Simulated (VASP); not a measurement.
Band structure of Pm (relaxed from the fcc structure, space group Fm-3m). Calculation: PBEsol GGA, VASP's PBE PAW potentials (set 64) (plane waves; VASP).

The 4f electrons are frozen in the core of the lanthanide potential, so 4f levels, which can set the real gap, and their magnetism are missing.

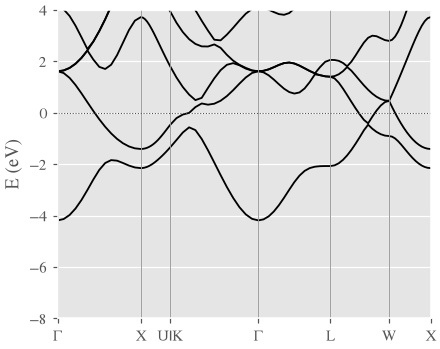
*Bands along high-symmetry lines, zero at the valence-band maximum or, without a gap, the Fermi level*

Question: Read the plot: is there a gap, and where are the band edges?

Answer: It has no gap at this level: it comes out as a metal or semimetal. (Edges off the drawn lines would not show.)

The structure was generated: Pm was put into the fcc type (Fm-3m), which need not be its known phase. It was relaxed first.
